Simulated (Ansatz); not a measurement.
# Dielectric function and optical constants of LiPS3

Wanted: where LiPS3 starts to absorb, how strongly, and its refractive index.

Method: DFT, PBE, plane-wave PAW, default files, scalar-relativistic, independent-particle optical response without local fields, in Ansatz 0.2.0.

## Step 1: The starting structure

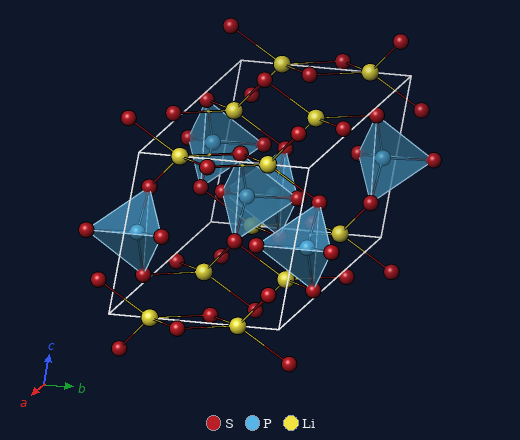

The cell as given, slightly off an axis (sulfur red, phosphorus blue, lithium yellow). This picture shows the conventional cell, with its axes. Some periodic images of atoms are drawn too.

## Step 2: Ground state and bands

The self-consistent density comes first; it also tells whether there is a gap, which decides the occupations and the need for a Drude term.

This step: DFT, PBE, plane-wave PAW, default files, scalar-relativistic, ground state (Ansatz 0.2.0).

File input.yaml:

```yaml
crystal:
  lattice:
    - [5.5578, -3.5035, 0.0]
    - [5.5578, 3.5035, 0.0]
    - [-3.7957895619, 0.0, 5.3074392707]
  atoms:
    - { symbol: S, position: [0.6808, 0.6808, 0.0615] }
    - { symbol: S, position: [0.3192, 0.3192, 0.9385] }
    - { symbol: S, position: [0.8022, 0.8022, 0.6739] }
    - { symbol: S, position: [0.1978, 0.1978, 0.3261] }
    - { symbol: S, position: [0.7788, 0.2212, 0.5] }
    - { symbol: S, position: [0.2212, 0.7788, 0.5] }
    - { symbol: P, position: [0.8461, 0.8461, 0.4194] }
    - { symbol: P, position: [0.1539, 0.1539, 0.5806] }
    - { symbol: Li, position: [0.2407, 0.7593, 0.0] }
    - { symbol: Li, position: [0.7593, 0.2407, 0.0] }
kpoints:
  mp_grid: { grid: [4, 4, 4] }
  band_path:
    path:
      - [[0.0, 0.0, 0.0], [-0.87913174, -0.87913174, -0.07032429], [-0.3768005, -0.3768005, -0.58414109], [-1.38146297, -1.38146297, 1.44349252], [0.0, 0.0, 0.5], [-0.5, 0.5, 0.5], [-0.6231995, 0.3768005, 0.58414109]]
      - [[0.38146297, 1.38146297, -1.44349252], [-0.12086826, 0.87913174, -0.92967571], [-0.5, 0.5, 0.0], [0.0, 0.0, 0.0], [-0.5, 0.0, -0.5]]
      - [[-0.5, 0.0, 0.0], [0.0, 0.0, 0.0]]
    npoints: 5
scf:
  occupations: { method: fermi_dirac, width: 0.05 }
  n_extra_bands: 14
hamiltonian:
  xc: pbe
  pseudopotentials: { kind: paw }
output:
  forces: true
  stress: true
  populations: true
  write_bands: true
```

On the command line:

```console
ansatz run input.yaml --threads 4 --pin off --max-ram 8192MiB --backend cpu --events-out ev --progress --plain --runs-dir out
```

Numbers of over 12 decimals in the logs are rounded to 6 here.

The log of the run:

```text
scf.n_extra_bands = 14 over 26 filled bands (N_el = 52.0): the run solves 40 bands
Engine: ansatz 0.2.0, aarch64-unknown-linux-gnu
Pseudopotentials: kind: paw
Pseudopotential: S, paw, valence charge 6, recommended cutoff 420 eV (normal), S.paw.azcp
Pseudopotential: P, paw, valence charge 5, recommended cutoff 420 eV (normal), P.paw.azcp
Pseudopotential: Li, paw, valence charge 3, recommended cutoff 420 eV (normal), Li.paw.azcp
Functional definition: PBE
  parameter kappa = 0.804
  parameter beta = 0.066725
  exchange = pbe_x(kappa = kappa, mu = beta*pi^2/3)
  correlation = pbe_c(beta = beta)
Crystal: 10 atoms, lattice volume = 206.690 Å³
Basis set: ecut = 420 eV, 3981 PW (Γ), exchange–correlation on 90×90×90 points (8 copies of the dense FFT grid, shifted against one another)
Bands: 40, of which v1, the nominal top of the filled ones, is band 26 counted from 1 (25 counted from 0)
Symmetry: 4 space group operations
Space group: C2/m (ITA 12), of the structure as read, at distance tolerance 5.9e-5 Å
k-points: 24 of 64
Non-local potential: S, projectors of the file, l = 0: 2, l = 1: 2, l = 2: 2
Non-local potential: P, projectors of the file, l = 0: 2, l = 1: 2, l = 2: 2
Non-local potential: Li, projectors of the file, l = 0: 3, l = 1: 2, l = 2: 1
PAW form: soft (Blöchl's): semilocal exchange-correlation on the pseudo side does not see the compensation charge
PAW one-centre angular grid: S, 110 points (default); XC on 64 Gauss nodes
PAW one-centre angular grid: P, 110 points (default); XC on 64 Gauss nodes
PAW one-centre angular grid: Li, 110 points (default); XC on 64 Gauss nodes
Initial density: superposition of atomic densities (neutral atoms: chi_scale 0, normalization atom), corrected by the library's trained network
Initial wavefunctions: pseudopotential atomic-orbital guess
Functional: x = pbe(κ = 0.804, μ = 0.219515), c = pbe(β = 0.066725)
SCF iter   1: F=—  HF=-7338.763939 eV  |F-HF|=—  |Δ(HF+E_count)|=         —  Δρ=1.55e-3  dr2=5.28e-3  ethr=1.77e-3  ⟨swp⟩=8.1  Hψ=5385  notcnv=0  defer=41
preconditioner: auto → Resta (q_TF=auto, 2.168 Å⁻¹)  ε∞=3.6  [insulator: Δε(μ)=1.848 eV  Ē_g=11.071 eV  σ=0.050 eV  W_gap=1.00  n_scr=34 (ndim 8)  ℏωp=17.9 eV  f_vac=0.001  D(μ)=0.00/eV (n_scr^D=0)  ε∞_Penn≈3.6]
SCF iter   2: F=—  HF=-7338.760588 eV  |F-HF|=—  |Δ(HF+E_count)|=   3.35e-3  Δρ=8.96e-4  dr2=2.09e-3  ethr=1.02e-5  ⟨swp⟩=3.2  Hψ=2039  notcnv=0  defer=99
SCF iter   3: F=—  HF=-7338.760791 eV  |F-HF|=—  |Δ(HF+E_count)|=   2.03e-4  Δρ=5.13e-4  dr2=4.30e-4  ethr=4.01e-6  ⟨swp⟩=2.4  Hψ=1295  notcnv=0  defer=99
SCF iter   4: F=—  HF=-7338.761344 eV  |F-HF|=—  |Δ(HF+E_count)|=   5.53e-4  Δρ=1.27e-4  dr2=7.62e-5  ethr=8.26e-7  ⟨swp⟩=2.0  Hψ=1375  notcnv=0  defer=99
SCF iter   5: F=—  HF=-7338.761297 eV  |F-HF|=—  |Δ(HF+E_count)|=   4.72e-5  Δρ=4.62e-5  dr2=9.54e-6  ethr=1.47e-7  ⟨swp⟩=2.2  Hψ=1145  notcnv=0  defer=99
SCF iter   6: F=—  HF=-7338.761296 eV  |F-HF|=—  |Δ(HF+E_count)|=   5.36e-7  Δρ=9.31e-6  dr2=3.50e-7  ethr=1.83e-8  ⟨swp⟩=2.2  Hψ=1248  notcnv=0  defer=99
SCF iter   7: F=-7338.761296 eV  HF=-7338.761296 eV  |F-HF|=9.82e-11  |Δ(HF+E_count)|=   6.12e-8  Δρ=2.75e-6  dr2=1.97e-8  ethr=1.92e-10  ⟨swp⟩=13.2  Hψ=5644  notcnv=0
SCF 1 converged in 7 iterations: F = -7338.761296 eV  dr2 = 1.97e-8
  greatest PAW one-centre occupation: 1.000 electrons in one spin orbital (limit 2), on the Li atom at site 9 (counted from 0), in its partial waves of l = 0
NSCF: frozen V_eff on 58 k-points
SCF converged after 7 iterations
Free energy (F): -7338.761296 eV
Harris-Foulkes:  -7338.761296 eV  (|F-HF|=9.82e-11)
Internal energy: -7338.761296 eV  (E = F + TS)
E sigma→0 (E₀):  -7338.761296 eV
Fermi energy:    4.742648 eV
--- Per-component energies (eV) ---
  E_band       = -262.075536
  E_kinetic    = 835.450745
  E_local      = -1396.402707  (includes V_loc(G=0)·N_el)
  E_nonlocal   = 170.630295
  E_hartree    = 438.194373
  E_xc         = -730.407171
  E_vxc        = -677.846080  (∫ρ·V_xc dr)
  E_paw        = -4782.406843  (= ΣΔE_a)
  E_vpaw       = -70.296521  (= ΣTr[D̂ρ^β])
  E_aug_tail   = 0.000038  (compensation charges beyond the density's cutoff)
  E_ewald      = -1873.820025
  E_smearing   = -0.000000  (= −TS)
  E_closure    = -0.000000  (closes the sum)
  Σ components = -7338.761296   (vs F -7338.761296, Δ=0.00e0)
--- Forces (eV/Å), atoms counted from 1 ---
  atom   1  S     -0.25659361     0.00000000    -0.72881647
  atom   2  S      0.25659361    -0.00000000     0.72881647
  atom   3  S     -0.43269936     0.00000000     0.45460080
  atom   4  S      0.43269936    -0.00000000    -0.45460080
  atom   5  S     -0.00000000     0.40466570     0.00000000
  atom   6  S      0.00000000    -0.40466570     0.00000000
  atom   7  P      0.37522403     0.00000000     0.27960782
  atom   8  P     -0.37522403    -0.00000000    -0.27960782
  atom   9  Li     0.00000000    -0.00948089     0.00000000
  atom  10  Li    -0.00000000     0.00948089     0.00000000
  max |Σ_I F_I| component: 1.11e-16 eV/Å
--- Stress (GPa, compression-positive) ---
        2.618121      -0.000000      -0.270284
       -0.000000       1.869546      -0.000000
       -0.270286      -0.000000       3.769642
  P = ⅓ Tr σ = 2.7524 GPa (27.524 kbar)
--- Band table (eV; the first three rows and the last of 24) ---
  k-point 0: bands = [... 22 lower, 3.0232, 3.2784, 3.3833, 3.8181, 6.0549, 6.5650, 7.0020, 7.7847, ... 10 higher]
  k-point 1: bands = [... 22 lower, 3.0406, 3.2101, 3.4074, 3.4249, 5.7978, 6.6555, 6.7530, 7.7489, ... 10 higher]
  k-point 2: bands = [... 22 lower, 3.0510, 3.1052, 3.1057, 3.1805, 5.6711, 6.5615, 6.6374, 7.9688, ... 10 higher]
  k-point 23: bands = [... 22 lower, 3.0466, 3.1116, 3.1118, 3.3391, 6.4197, 6.7626, 7.3942, 7.7586, ... 10 higher]
--- Löwdin populations: 10 sites ---
  site symbol       q [e]
     0      S      6.4598
     1      S      6.4598
     2      S      6.4824
     3      S      6.4824
     4      S      6.1677
     5      S      6.1677
     6      P      4.0916
     7      P      4.0916
     8     Li      2.3628
     9     Li      2.3628
  spilling = 0.016753 (of n_electrons = 52.000000)
```

Wall time 4.9 s (4 threads of Arm Neoverse V2, shared host); peak memory 0.66 GiB; 19 s of CPU time.

Numbers from this step:

| Quantity | Value |
| --- | --- |
| free energy | -7338.7613 eV |
| Fermi energy | 4.743 eV |
| gap by band count | 1.853 eV |
| electrons | 52 |
| symmetry operations | 4 |
| pressure | 2.752 GPa |
| gap on the k-mesh | 1.853 eV |
| volume | 206.7 Å³ |
| gap on the path | 1.853 eV |
| least direct gap on the path | 2.237 eV |

There is a gap, 1.85 eV on the path, so no carriers' term is needed. The cell is left with a pressure of 2.8 GPa and forces up to 0.77 eV/Å, as it stands unrelaxed at this level.

Electronic bands along the path, in eV, zero at the Fermi level; v1 is the highest filled band, c1 the lowest empty one:

```csv
point,v4,v3,v2,v1,c1,c2,c3,c4
Γ,-1.72,-1.46,-1.36,-0.93,1.31,1.82,2.26,3.04
Y,-1.86,-1.47,-1.32,-0.95,1.30,1.93,2.20,3.16
F,-1.85,-1.56,-1.40,-1.30,1.57,2.04,2.55,3.10
H,-1.81,-1.57,-1.41,-1.34,1.57,2.07,2.56,3.07
Z,-1.69,-1.64,-1.64,-1.56,0.93,1.82,1.90,3.23
I,-1.70,-1.63,-1.63,-1.40,1.68,2.02,2.65,3.02
F1,-1.85,-1.56,-1.40,-1.30,1.57,2.04,2.55,3.10
jump to H1,-1.81,-1.57,-1.41,-1.34,1.57,2.07,2.56,3.07
Y1,-1.86,-1.47,-1.32,-0.95,1.30,1.93,2.20,3.16
X,-2.17,-2.02,-1.46,-1.18,1.70,2.28,2.47,3.26
Γ,-1.72,-1.46,-1.36,-0.93,1.31,1.82,2.26,3.04
N,-1.84,-1.65,-1.55,-1.26,1.30,2.24,2.30,3.43
jump to M,-1.97,-1.62,-1.58,-1.39,1.13,2.08,2.36,2.95
Γ,-1.72,-1.46,-1.36,-0.93,1.31,1.82,2.26,3.04
```

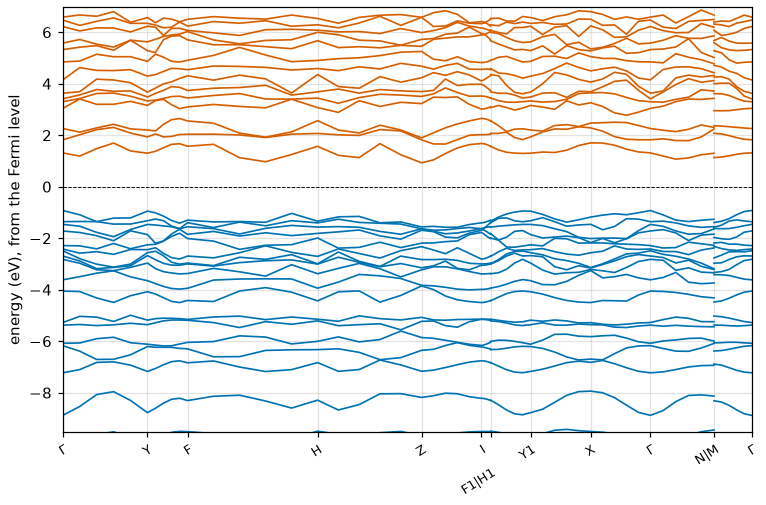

Electronic bands along the path; lines of filled and empty bands in two colours.

[end of part 1 of 2]

[Logs are printed without paths, hosts, clocks, repeated set-up lines and the standing remarks that a program may print on its own settings, such as how far it seeks lower states.]

[Hosts, paths, dates, database ids (printed as entryN), source tags and the programs' standing remarks are cut or masked in the printed files.]
